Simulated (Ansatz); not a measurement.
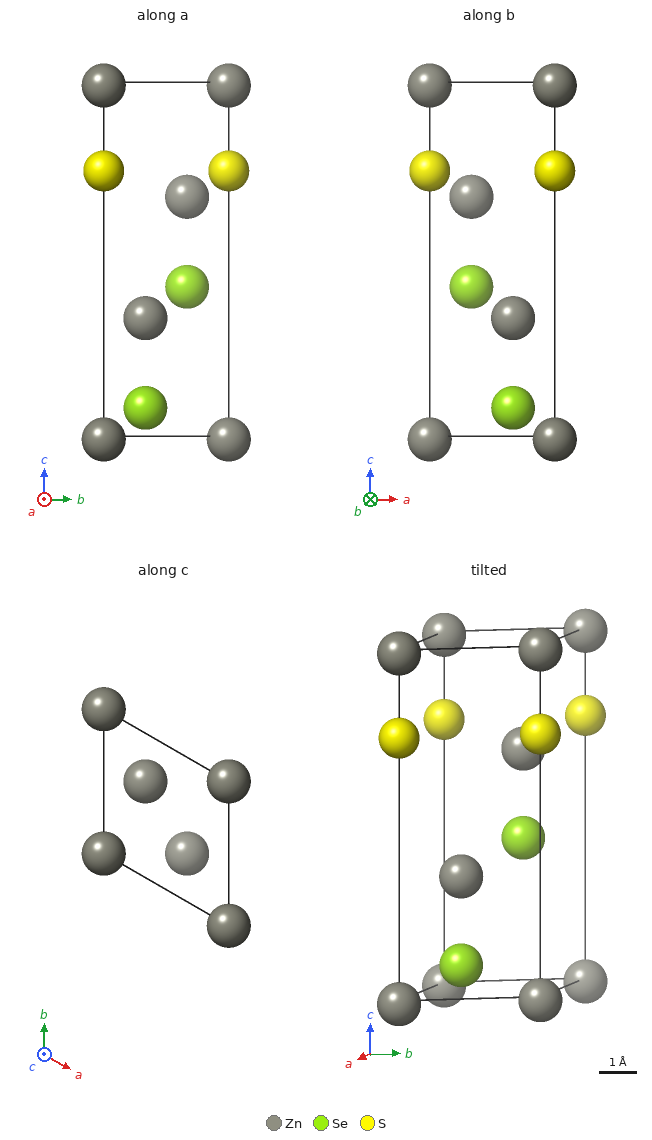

Shown here is a spheres-only view of the crystal, taken along the a axis, along the b axis, along the c axis and slightly off an axis. One conventional unit cell is framed, with atoms on its boundary repeated.

Lattice parameters: a = 3.9852 Å, b = 3.9852 Å, c = 9.7692 Å, α = 90.000°, β = 90.000°, γ = 120.000°.

Transcribe the picture into a CIF with its space group and independent sites, with free fractional coordinates to two decimals.

Answer.
```cif
data_structure
_symmetry_space_group_name_H-M 'P 3 m 1'
_symmetry_Int_Tables_number 156
_cell_length_a 3.9852
_cell_length_b 3.9852
_cell_length_c 9.7692
_cell_angle_alpha 90.000
_cell_angle_beta 90.000
_cell_angle_gamma 120.000
_cell_volume 134.37
loop_
_atom_site_label
_atom_site_type_symbol
_atom_site_symmetry_multiplicity
_atom_site_Wyckoff_symbol
_atom_site_fract_x
_atom_site_fract_y
_atom_site_fract_z
_atom_site_occupancy
Zn1 Zn 1 a 0.00 0.00 0.99 1
Zn2 Zn 1 c 0.6667 0.3333 0.33 1
Zn3 Zn 1 b 0.3333 0.6667 0.68 1
Se1 Se 1 c 0.6667 0.3333 0.08 1
Se2 Se 1 b 0.3333 0.6667 0.42 1
S1 S 1 a 0.00 0.00 0.75 1
```

The structure comes from a structure type filled with these elements by a generator (whether the compound takes this form wasn't checked). The atoms were relaxed in a fixed cell with Ansatz 0.2.0, DFT PBE, scalar-relativistic, plane waves, PAW.
